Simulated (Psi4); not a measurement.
# SiNH5 (SMILES [SiH3]N): HF/def2-TZVP

Aim: the vertical singlet–triplet gap of SiNH5 at HF/def2-TZVP, from 2 runs. 

The results are computed with Psi4 1.11.

### Step 1. The structure to begin with

SiNH5: 7 atoms, total charge 0, spin state singlet. SMILES: `[SiH3]N`. The coordinates come from a PBE0-D4/def2-TZVP relaxation.

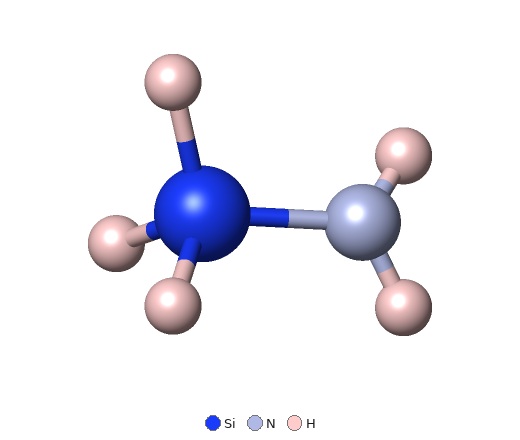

The structure, seen from a chosen angle (silicon blue, nitrogen light blue, hydrogen pink).

### Step 2. Energy and gradient at HF/def2-TZVP

The input, h5nsi.json:

```json
{
 "schema_name": "qcschema_input",
 "schema_version": 1,
 "molecule": {
  "schema_name": "qcschema_molecule",
  "schema_version": 2,
  "symbols": ["Si", "N", "H", "H", "H", "H", "H"],
  "geometry": [-0.78047579, -0.55312284, -0.79812583, 1.15605885, 0.65889081, 1.51419975, -0.03461978, -3.22449638, -1.23461477, -3.42639472, -0.41024064, 0.13027772, -0.69528693, 0.7610494, -3.29562567, 0.73997896, 2.33991558, 2.30448321, 3.04075831, 0.42804186, 1.37936779],
  "molecular_charge": 0,
  "molecular_multiplicity": 1,
  "fix_symmetry": "c1"
 },
 "driver": "gradient",
 "model": {
  "method": "scf",
  "basis": "def2-TZVP"
 },
 "keywords": {
  "puream": true,
  "e_convergence": 1e-09,
  "d_convergence": 1e-08,
  "scf_type": "pk"
 }
}
```

Launch:

```console
$ psi4 --qcschema h5nsi.json -n 1 --memory 2200MB
```

stdout:

```text
[...]
  Running in c1 symmetry.
[...]
  Nuclear repulsion =   64.839844746649206
[...]
  Multiplicity = 1
[...]
  Nalpha       = 13
  Nbeta        = 13
[...]
    Number of basis functions: 98
[...]
   @RHF iter   1:  -346.24172814092810   -5.43308e-01   4.79128e-03 DIIS/ADIIS
[...]
   @RHF iter  10:  -346.34807626167952   -3.84830e-11   9.52819e-09 DIIS
[...]
    Orbital Energies [Eh]
    ---------------------
    Doubly Occupied:
       1A    -68.772605     2A    -15.536074     3A     -6.120314
       4A     -4.227129     5A     -4.227045     6A     -4.226601
       7A     -1.137010     8A     -0.719044     9A     -0.659520
      10A     -0.554373    11A     -0.491240    12A     -0.473225
      13A     -0.401499
[...]
  @RHF Final Energy:  -346.34807626167952
   => Energetics <=
    Nuclear Repulsion Energy =             64.8398447466492058
    One-Electron Energy =                -607.2844842564403507
    Two-Electron Energy =                 196.0965632481116643
    Total Energy =                       -346.3480762616794664
[...]
 Multipole Moments:
 ------------------------------------------------------------------------------------
     Multipole            Electronic (a.u.)      Nuclear  (a.u.)        Total (a.u.)
 ------------------------------------------------------------------------------------
 L = 1.  Multiply by 2.5417464519 to convert [e a0] to [Debye]
 Dipole X            :          0.2348430            0.1220526            0.3568956
 Dipole Y            :          0.1138259            0.2767427            0.3905686
 Dipole Z            :          0.3494502           -0.2689404            0.0805098
 Magnitude           :                                                    0.5351636
[...]
  -Total Gradient:
     Atom            X                  Y                   Z
    ------   -----------------  -----------------  -----------------
       1        0.001351361072     0.001842218757    -0.000465827290
       2       -0.006417452581    -0.008032827829     0.000667491722
       3        0.001033834027    -0.003750681643    -0.000315547155
       4       -0.003589351782     0.000081070147     0.001544314191
       5       -0.000526334305     0.001441551049    -0.004274098410
       6       -0.002993803357     0.010082812902     0.004263434913
       7        0.011141746926    -0.001664143383    -0.001419767970
[...]
```

The result, in JSON:

```text
{
 "driver": "gradient",
 "model": {
  "method": "scf",
  "basis": "def2-TZVP"
 },
 "success": true,
 "return_result": [0.0013513610716517563, 0.001842218756580117, -0.00046582728983617094, -0.006417452580674887, -0.008032827829257821, 0.0006674917218906506, 0.0010338340274302221, -0.0037506816427800016, -0.0003155471547198023, -0.0035893517824246712, 8.107014712685663e-05, 0.0015443141907601626, -0.0005263343054971847, 0.0014415510493482608, -0.0042740984102583035, -0.0029938033570952177, 0.01008281290215729, 0.004263434912892244, 0.011141746925795226, -0.0016641433828595703, -0.001419767969994247],
 "properties": {
  "calcinfo_nbasis": 98,
  "calcinfo_nmo": 98,
  "calcinfo_nalpha": 13,
  "calcinfo_nbeta": 13,
  "calcinfo_natom": 7,
  "nuclear_repulsion_energy": 64.8398447466492,
  "return_energy": -346.3480762616795,
  "return_gradient": [0.0013513610716517563, 0.001842218756580117, -0.00046582728983617094, -0.006417452580674887, -0.008032827829257821, 0.0006674917218906506, 0.0010338340274302221, -0.0037506816427800016, -0.0003155471547198023, -0.0035893517824246712, 8.107014712685663e-05, 0.0015443141907601626, -0.0005263343054971847, 0.0014415510493482608, -0.0042740984102583035, -0.0029938033570952177, 0.01008281290215729, 0.004263434912892244, 0.011141746925795226, -0.0016641433828595703, -0.001419767969994247],
  "scf_one_electron_energy": -607.2844842564404,
  "scf_two_electron_energy": 196.09656324811166,
  "scf_dipole_moment": [0.35689559225299716, 0.390568596873169, 0.0805097775768262],
  "scf_total_energy": -346.3480762616795,
  "scf_total_gradient": [0.0013513610716517563, 0.001842218756580117, -0.00046582728983617094, -0.006417452580674887, -0.008032827829257821, 0.0006674917218906506, 0.0010338340274302221, -0.0037506816427800016, -0.0003155471547198023, -0.0035893517824246712, 8.107014712685663e-05, 0.0015443141907601626, -0.0005263343054971847, 0.0014415510493482608, -0.0042740984102583035, -0.0029938033570952177, 0.01008281290215729, 0.004263434912892244, 0.011141746925795226, -0.0016641433828595703, -0.001419767969994247],
  "scf_iterations": 10
 }
}
```

Run time: 20 s. Hardware: 1 thread of Intel Xeon at 2.50GHz (Skylake/Cascade Lake), shared host; peak memory 0.38 GiB.

### Step 3. The triplet: the energy at UHF/def2-TZVP

The input, h5nsi.xyz:

```xyz
7
H5NSi
Si    -0.413010    -0.292700    -0.422350
N      0.611760     0.348670     0.801280
H     -0.018320    -1.706330    -0.653330
H     -1.813170    -0.217090     0.068940
H     -0.367930     0.402730    -1.743970
H      0.391580     1.238230     1.219480
H      1.609100     0.226510     0.729930
```

The input, calc.py:

```python
import psi4

psi4.set_memory('2200 MB')
psi4.set_num_threads(1)
psi4.set_output_file('run.log', False)

with open('h5nsi.xyz') as f:
    atoms = ''.join(f.readlines()[2:])
mol = psi4.geometry('0 3\n' + atoms + 'symmetry c1\nno_reorient\nno_com')

options = {'basis': 'def2-TZVP', 'reference': 'uhf', 'puream': True, 'e_convergence': 1e-09, 'd_convergence': 1e-08, 'scf_type': 'pk', 'maxiter': 100}
psi4.set_options(options)

energy_value, wavefunction = psi4.energy('scf', return_wfn=True)
print('E =', round(energy_value, 9))
```

Launch:

```console
$ python calc.py
```

run.log:

```text
[...]
  Running in c1 symmetry.
[...]
  Nuclear repulsion =   64.839844758789525
[...]
  Multiplicity = 3
[...]
  Nalpha       = 14
  Nbeta        = 12
[...]
    Number of basis functions: 98
[...]
   @UHF iter   1:  -345.97657749280899   -2.78158e-01   4.31441e-03 DIIS/ADIIS
[...]
   @UHF iter  18:  -346.14211920630032   -1.67120e-11   7.92030e-09 DIIS
[...]
   @S^2 Observed:                2.010127080E+00
[...]
    Orbital Energies [Eh]
    ---------------------
    Alpha Occupied:
       1A    -68.808314     2A    -15.707315     3A     -6.158457
       4A     -4.267115     5A     -4.264182     6A     -4.263965
       7A     -1.327746     8A     -0.805745     9A     -0.787682
      10A     -0.682530    11A     -0.637946    12A     -0.497251
      13A     -0.493730    14A     -0.124444
    Alpha Virtual:
      15A      0.116980    16A      0.122257    17A      0.146700
      18A      0.162463    19A      0.174675    20A      0.263795
      21A      0.277465    22A      0.314494    23A      0.322970
      24A      0.338561    25A      0.370138    26A      0.387630
[...]
  @UHF Final Energy:  -346.14211920630032
   => Energetics <=
    Nuclear Repulsion Energy =             64.8398447587895248
    One-Electron Energy =                -605.3873449960569815
    Two-Electron Energy =                 194.4053810309671917
    Total Energy =                       -346.1421192063003218
  UHF NO Occupations:
  HONO-2 :   12  A 1.9971264
  HONO-1 :   13  A 1.0000000
[...]
 Multipole Moments:
 ------------------------------------------------------------------------------------
     Multipole            Electronic (a.u.)      Nuclear  (a.u.)        Total (a.u.)
 ------------------------------------------------------------------------------------
 L = 1.  Multiply by 2.5417464519 to convert [e a0] to [Debye]
 Dipole X            :          3.1496164           -3.2098132           -0.0601968
 Dipole Y            :          3.1037185           -3.2372142           -0.1334958
 Dipole Z            :          1.4159279           -1.2904751            0.1254528
 Magnitude           :                                                    0.1928294
[...]
```

On the terminal:

```text
E = -346.142119206
```

Wall time 9.6 s (1 thread of Intel Xeon at 2.50GHz (Skylake/Cascade Lake), shared host); peak memory 0.38 GiB.

### Step 4. Outcome

At HF/def2-TZVP:

| quantity | value |
| --- | --- |
| singlet: total energy | -346.34808 Eh |
| singlet: dipole moment | 1.36 D |
| singlet: HOMO energy | -10.93 eV |
| singlet: LUMO energy | 3.05 eV |
| singlet: HOMO–LUMO gap | 13.98 eV |
| singlet: largest force on an atom | 0.584 eV/Å |
| triplet: total energy | -346.14212 Eh |
| triplet: dipole moment | 0.49 D |
| triplet: HOMO energy (highest over α and β) | -3.39 eV |
| triplet: LUMO energy (lowest over α and β) | -0.62 eV |
| triplet: ⟨S²⟩ | 2.010 |
| vertical energy of the triplet above the singlet | 5.604 eV |

At this shape the triplet lies 5.60 eV (541 kJ/mol) above the singlet. The largest force (singlet) is 0.58 eV/Å: the shape isn't a stationary point for this species at this level.
